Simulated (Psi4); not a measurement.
# [SiH3]− (SMILES [SiH3-]): a chain of runs, part 1 of 2

Wanted: a geometry optimisation (B97-3c/def2-mTZVP), then vibrational wavenumbers, then a single-point energy (MP2-F12/cc-pVDZ-F12) of [SiH3]−. 

The calculation is run with Psi4 1.11.

**1. Starting point**

[SiH3]−: 4 atoms, total charge -1, spin state singlet. SMILES: `[SiH3-]`. The shape is that of a PBE0-D4/def2-TZVPD optimisation. The run starts from this shape.

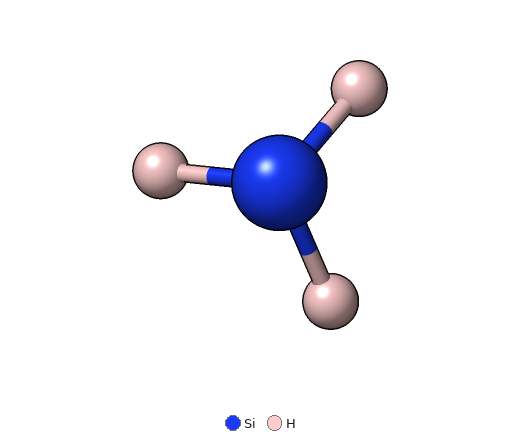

The structure, seen from a chosen angle (silicon blue, hydrogen pink).

**2. A structure relaxation at B97-3c/def2-mTZVP (density fitting) (run 1)**

calc.in reads:

```
memory 1600 MB

molecule geom {
  -1 1
  Si     1.01988519    -0.09580911    -0.56861859
  H      0.80615716     1.17597657     2.05205360
  H     -0.56408325    -2.42584143     0.20182275
  H     -1.26195911     1.34586295    -1.68525776
  units au
  symmetry c1
}

set geom_maxiter 60

e, wfn = opt('b97-3c', return_wfn=True)
```

On the command line:

```
$ psi4 -n 1 calc.in calc.out
```

calc.out:

```text
Psi4 1.11 release

gradient() will perform analytic gradient computation.

   => Loading Basis Set <=

    Name: DEF2-MTZVP
    Role: ORBITAL
    Keyword: BASIS

   => B973C: Empirical Dispersion <=

        s6 =       1.000000
        s8 =       1.500000
        a1 =       0.370000
        a2 =       4.100000
        s9 =       1.000000

         ---------------------------------------------------------
                                   SCF
                              RKS Reference
                        1 Threads,   1525 MiB Core
         ---------------------------------------------------------

  ==> Geometry <==

    Molecular point group: c1
    Full point group: C1

    Geometry (in Bohr), charge = -1, multiplicity = 1:

       Center              X                  Y                   Z               Mass
    ------------   -----------------  -----------------  -----------------  -----------------
         SI           0.132626130361    -0.012465184834    -0.073943306362    27.976926534650
         H           -0.081101899639     1.259320495166     2.546728883638     1.007825032230
         H           -1.451342309639    -2.342497504834     0.696498033638     1.007825032230
         H           -2.149218169639     1.429206875166    -1.190582476362     1.007825032230

  Running in c1 symmetry.

  Rotational constants: A =      3.79405  B =      3.79397  C =      3.26874 [cm^-1]
  Rotational constants: A = 113742.72066  B = 113740.37885  C =  97994.45647 [MHz]
  Nuclear repulsion =   15.080983667835309

  Charge       = -1
  Multiplicity = 1
  Electrons    = 18
  Nalpha       = 9
  Nbeta        = 9

  ==> Algorithm <==

  SCF Algorithm Type is DF.
  DIIS enabled.
  MOM disabled.
  Fractional occupation disabled.
  Guess Type is SAD.
  Energy threshold   = 1.00e-08
  Density threshold  = 1.00e-08
  Integral threshold = 1.00e-12

  ==> Primary Basis <==

  Basis Set: DEF2-MTZVP
    Blend: DEF2-MTZVP
    Number of shells: 19
    Number of basis functions: 31
    Number of Cartesian functions: 32
    Spherical Harmonics?: true
    Max angular momentum: 2

  ==> DFT Potential <==

   => LibXC <=

    Version 7.1.2

   => Composite Functional: B973C <=

    Deriv               =              1
    GGA                 =           TRUE
    Meta                =          FALSE

    Exchange Hybrid     =          FALSE
    MP2 Hybrid          =          FALSE

   => Exchange-Correlation Functionals <=

   => LibXC Density Thresholds  <==

    XC_GGA_XC_B97_3C:  1.00E-14

   => Molecular Quadrature <=

    Radial Scheme          =       TREUTLER
    Pruning Scheme         =           NONE
    Nuclear Scheme         =       TREUTLER

    Blocking Scheme        =         OCTREE
    BS radius alpha        =              1
    Pruning alpha          =              1
    Radial Points          =             75
    Spherical Points       =            302
    Total Points           =          87675
    Total Blocks           =            720
    Max Points             =            254
    Max Functions          =             31
    Weights Tolerance      =       1.00E-15

   => Loading Basis Set <=

    Name: (DEF2-MTZVP AUX)
    Role: JKFIT
    Keyword: DF_BASIS_SCF

  ==> Integral Setup <==

  DFHelper Memory: AOs need 0.002 GiB; user supplied 1.044 GiB.
  SCF_SUBTYPE=INCORE selected. In-core MEM_DF algorithm will be used.
  Using in-core AOs.

  ==> MemDFJK: Density-Fitted J/K Matrices <==

    J tasked:                   Yes
    K tasked:                    No
    wK tasked:                   No
    Memory [MiB]:              1069
    Algorithm:                 Core
    Schwarz Cutoff:           1E-12
    Mask sparsity (%):       0.0000
    Fitting Condition:        1E-10

   => Auxiliary Basis Set <=

  Basis Set: (DEF2-MTZVP AUX)
    Blend: DEF2-UNIVERSAL-JKFIT
    Number of shells: 56
    Number of basis functions: 182
    Number of Cartesian functions: 215
    Spherical Harmonics?: true
    Max angular momentum: 4

  Cached 100.0% of DFT collocation blocks in 0.074 [GiB].

  Minimum eigenvalue in the overlap matrix is 1.0543603745E-02.
  Reciprocal condition number of the overlap matrix is 2.2700048521E-03.
    Using symmetric orthogonalization.

  ==> Pre-Iterations <==

  SCF Guess: Superposition of Atomic Densities via on-the-fly atomic UHF (no occupation information).

   -------------------------
    Irrep   Nso     Nmo
   -------------------------
     A         31      31
   -------------------------
    Total      31      31
   -------------------------

  ==> Iterations <==

                           Total Energy        Delta E     RMS |[F,P]|

   @DF-RKS iter SAD:  -290.81655125786199   -2.90817e+02   0.00000e+00
   @DF-RKS iter   1:  -291.05467640338912   -2.38125e-01   1.38329e-02 ADIIS/DIIS
   @DF-RKS iter   2:  -291.06916712706538   -1.44907e-02   1.34982e-02 ADIIS/DIIS
   @DF-RKS iter   3:  -291.20467947303990   -1.35512e-01   1.05518e-03 ADIIS/DIIS
   @DF-RKS iter   4:  -291.20559564313368   -9.16170e-04   3.95561e-04 ADIIS/DIIS
   @DF-RKS iter   5:  -291.20574129664431   -1.45654e-04   2.18214e-05 DIIS
   @DF-RKS iter   6:  -291.20574170677196   -4.10128e-07   3.40170e-06 DIIS
   @DF-RKS iter   7:  -291.20574171986073   -1.30888e-08   1.61458e-07 DIIS
   @DF-RKS iter   8:  -291.20574171987903   -1.83036e-11   4.01051e-08 DIIS
   @DF-RKS iter   9:  -291.20574171988039   -1.36424e-12   1.68734e-08 DIIS
   @DF-RKS iter  10:  -291.20574171988068   -2.84217e-13   5.29656e-10 DIIS
  Energy and wave function converged.

  ==> Post-Iterations <==

   Electrons on quadrature grid:
      Ntotal   =   17.9999942716 ; deviation = -5.728e-06

[... 30 lines left out ...]
    Nuclear Repulsion Energy =             15.0809836678353086
[... 2 lines left out ...]
    DFT Exchange-Correlation Energy =     -22.0802532697662492
[... 2 lines left out ...]
    Total Energy =                       -291.2057417198806775
[... 16 lines left out ...]
 Dipole Z            :         -0.9976547            1.0174382            0.0197834
[... 120 lines left out ...]
	Measures of convergence in internal coordinates in au.
[... 84 lines left out ...]
    Weights Tolerance      =       1.00E-15
[... 42 lines left out ...]
   @DF-RKS iter   1:  -291.20575979797837   -1.03315e-03   2.02129e-05 DIIS
[... 2 lines left out ...]
   @DF-RKS iter   4:  -291.20576022695383   -2.38231e-10   3.16069e-07 DIIS
[... 2 lines left out ...]
  Energy and wave function converged.
[... 16 lines left out ...]
    Nuclear Repulsion Energy =             15.0431524557080287
[... 2 lines left out ...]
    DFT Exchange-Correlation Energy =     -22.0779630098739155
[... 2 lines left out ...]
    Total Energy =                       -291.2057602270410825
[... 16 lines left out ...]
 Dipole Z            :         -1.0061473            1.0211375            0.0149902
[... 89 lines left out ...]
	Measures of convergence in internal coordinates in au.
[... 73 lines left out ...]
    Weights Tolerance      =       1.00E-15
[... 22 lines left out ...]
   @DF-RKS iter   1:  -291.20576367637989   -3.62416e-04   7.89195e-06 DIIS
[... 2 lines left out ...]
   @DF-RKS iter   4:  -291.20576374657384   -9.81686e-11   2.10709e-07 DIIS
[... 2 lines left out ...]
  Energy and wave function converged.
[... 16 lines left out ...]
    Nuclear Repulsion Energy =             15.0322341985928549
[... 2 lines left out ...]
    DFT Exchange-Correlation Energy =     -22.0773022231638549
[... 2 lines left out ...]
    Total Energy =                       -291.2057637466093638
[... 16 lines left out ...]
 Dipole Z            :         -1.0103847            1.0233935            0.0130088
[... 89 lines left out ...]
	Measures of convergence in internal coordinates in au.
[... 73 lines left out ...]
    Weights Tolerance      =       1.00E-15
[... 22 lines left out ...]
   @DF-RKS iter   1:  -291.20576213684438   -1.21970e-04   4.53571e-06 DIIS
[... 2 lines left out ...]
   @DF-RKS iter   4:  -291.20576215903378   -2.04807e-10   1.38480e-07 DIIS
[... 2 lines left out ...]
  Energy and wave function converged.
[... 16 lines left out ...]
    Nuclear Repulsion Energy =             15.0313355805813380
[... 2 lines left out ...]
    DFT Exchange-Correlation Energy =     -22.0772481061514938
[... 2 lines left out ...]
    Total Energy =                       -291.2057621590513463
[... 16 lines left out ...]
 Dipole Z            :         -1.0133332            1.0252950            0.0119618
[... 89 lines left out ...]
	Measures of convergence in internal coordinates in au.
[... 73 lines left out ...]
    Weights Tolerance      =       1.00E-15
[... 22 lines left out ...]
   @DF-RKS iter   1:  -291.20576696888259   -9.17974e-05   5.25590e-06 DIIS
[... 2 lines left out ...]
   @DF-RKS iter   4:  -291.20576699637269   -2.65231e-10   1.39386e-07 DIIS
[... 2 lines left out ...]
  Energy and wave function converged.
[... 15 lines left out ...]
    Virtual:

      10A      0.215700    11A      0.215702    12A      0.238723
      13A      0.351272    14A      0.351274    15A      0.362309
      16A      0.530600    17A      0.532173    18A      0.532176
      19A      0.634128    20A      0.874327    21A      0.874328
      22A      0.889781    23A      1.074087    24A      1.074090
      25A      1.483490    26A      1.495749    27A      1.495752
      28A      2.476467    29A      2.538792    30A      2.538802
      31A      9.532476

    Final Occupation by Irrep:
              A
    DOCC [     9 ]
    NA   [     9 ]
    NB   [     9 ]

  @DF-RKS Final Energy:  -291.20576699639173

   => Energetics <=

    Nuclear Repulsion Energy =             15.0327326092494413
    One-Electron Energy =                -437.1686498560625864
    Two-Electron Energy =                 153.0153748206085993
    DFT Exchange-Correlation Energy =     -22.0773307518691269
    Empirical Dispersion Energy =          -0.0078938183180256
    VV10 Nonlocal Energy =                  0.0000000000000000
    Total Energy =                       -291.2057669963917306

Computation Completed

Properties will be evaluated at   0.000000,   0.000000,   0.000000 [a0]

Properties computed using the SCF density matrix

 Multipole Moments:

 ------------------------------------------------------------------------------------
     Multipole            Electronic (a.u.)      Nuclear  (a.u.)        Total (a.u.)
 ------------------------------------------------------------------------------------

 L = 1.  Multiply by 2.5417464519 to convert [e a0] to [Debye]
 Dipole X            :          1.8232142           -1.8427516           -0.0195374
 Dipole Y            :         -0.1713418            0.1731820            0.0018402
 Dipole Z            :         -1.0166712            1.0275586            0.0108874
 Magnitude           :                                                    0.0224417

 ------------------------------------------------------------------------------------

	total time  =          1 seconds =       0.02 minutes

         ------------------------------------------------------------
                                   SCF GRAD
         ------------------------------------------------------------

  ==> Geometry <==

    Molecular point group: c1
    Full point group: C1

    Geometry (in Bohr), charge = -1, multiplicity = 1:

       Center              X                  Y                   Z               Mass
    ------------   -----------------  -----------------  -----------------  -----------------
         SI           0.133923760427    -0.012586169033    -0.074678819785    27.976926534650
         H           -0.092297562079     1.261262740091     2.554908929754     1.007825032230
         H           -1.463516708588    -2.343124828779     0.703305338435     1.007825032230
         H           -2.161869937301     1.431250439969    -1.185152190945     1.007825032230

  Nuclear repulsion =   15.032732609249441

   => Molecular Quadrature <=

    Radial Scheme          =       TREUTLER
    Pruning Scheme         =           NONE
    Nuclear Scheme         =       TREUTLER

    Blocking Scheme        =         OCTREE
    BS radius alpha        =              1
    Pruning alpha          =              1
    Radial Points          =             75
    Spherical Points       =            302
    Total Points           =          87623
    Total Blocks           =            701
    Max Points             =            256
    Max Functions          =             31
    Weights Tolerance      =       1.00E-15

  -Total Gradient:
     Atom            X                  Y                   Z
    ------   -----------------  -----------------  -----------------
       1        0.000018151359    -0.000004871726    -0.000011545174
       2        0.000019274459     0.000002354198    -0.000003941671
       3        0.000015738130    -0.000006157428    -0.000009684941
       4        0.000015074122     0.000001003575    -0.000012872791

	total time  =          0 seconds =       0.00 minutes

    			-----------------------------------------

    			 OPTKING 3.0: for geometry optimizations

    			        with contributions from

    			-----------------------------------------

	                            ===> Fragment 1 <==

	 Z (Atomic Numbers)          Masses                          Geom
	      14.000000            27.976927          0.13392376 -0.01258617 -0.07467882
	       1.000000             1.007825         -0.09229756  1.26126274  2.55490893
	       1.000000             1.007825         -1.46351671 -2.34312483  0.70330534
	       1.000000             1.007825         -2.16186994  1.43125044 -1.18515219

	 - Coordinate -           - BOHR/RAD -       - ANG/DEG -
	 R(1,2)           =         2.930631           1.550823
	 R(1,3)           =         2.930612           1.550813
	 R(1,4)           =         2.930612           1.550813
[... 5 lines of this table left out ...]
	 O(4,1,2,3)       =        -1.475016         -84.512171

	        --- Internal Coordinate Step in ANG or DEG, aJ/ANG or AJ/DEG ---
	-------------------------------------------------------------------------------
	           Coordinate      Previous         Force          Change          New
	           ----------      --------        ------          ------        ------
	               R(1,2)       1.55082       -0.00006       -0.00003       1.55080
	               R(1,3)       1.55081       -0.00003       -0.00001       1.55080
	               R(1,4)       1.55081       -0.00004       -0.00002       1.55080
[... 5 lines of this table left out ...]
	           O(4,1,2,3)     -84.51217       -0.00000       -0.00263     -84.51481
	-------------------------------------------------------------------------------

	                                 ==> Convergence Check <==

	Measures of convergence in internal coordinates in au.

	Criteria marked as inactive (o), active & met (*), and active & unmet ( ).

	----------------------------------------------------------------------------------------------
	   Step    Total Energy     Delta E     Max Force     RMS Force      Max Disp      RMS Disp
	----------------------------------------------------------------------------------------------
	  Convergence Criteria     1.00e-06 *    3.00e-04 *             o    1.20e-03 *             o
	----------------------------------------------------------------------------------------------
	     5    -291.20576700   -4.84e-06      6.89e-06 *    3.46e-06 o    5.48e-05 *    4.13e-05 o  ~
	----------------------------------------------------------------------------------------------

Next Geometry in Ang
	Fragment 1 (Ang)

	   Si   0.0708844308  -0.0066573641  -0.0395261757
	    H  -0.0488639946   0.6674082924   1.3519729358
	    H  -0.7744602495  -1.2398918216   0.3721812541
	    H  -1.1440045440   0.7573689326  -0.6271291361

    Final optimized geometry and variables:
    Molecular point group: c1
    Full point group: C1

    Geometry (in Bohr), charge = -1, multiplicity = 1:

    SI           0.133923760427    -0.012586169033    -0.074678819785
    H           -0.092297562079     1.261262740091     2.554908929754
    H           -1.463516708588    -2.343124828779     0.703305338435
    H           -2.161869937301     1.431250439969    -1.185152190945

    Psi4 run time: 0:00:10.99

[set-up sections that repeat, and orbital energies of the middle runs, are left out above]
```

Standard output:

```text
Optimizer: Optimization complete!
```

Run time: 13 s. Hardware: 1 thread of Intel Xeon Platinum 8488C (Sapphire Rapids), shared host; peak memory 0.32 GiB.

Steps, from the record of the run:

```csv
step,energy from the first frame kept (eV),largest force (eV/Å)
0,0.0000,0.1249
1,-0.0005,0.0506
2,-0.0006,0.0225
3,-0.0006,0.0105
4,-0.0007,0.0011
```

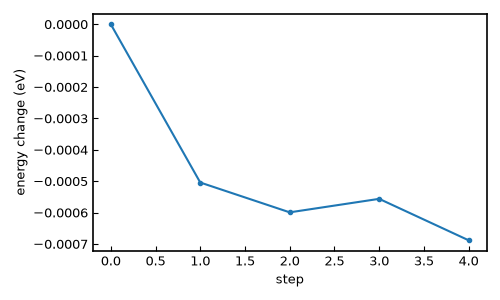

Energy along the run.

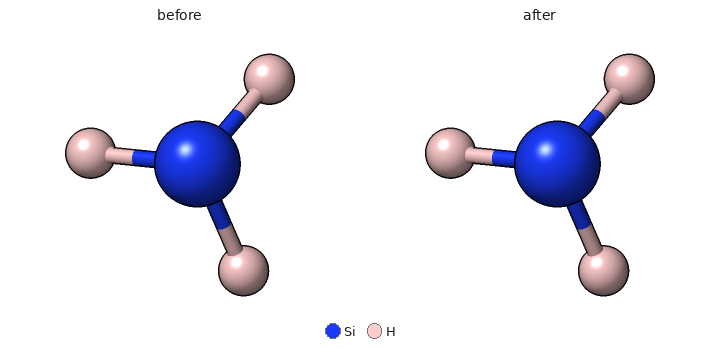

Before and after, at one scale.

After the run. Bond lengths: Si1–H2 1.551 Å, Si1–H3 1.551 Å, Si1–H4 1.551 Å. Angles: H2–Si1–H3 93.7°, H2–Si1–H4 93.7°, H3–Si1–H4 93.7°.

(Continued in part 2 of 2.)
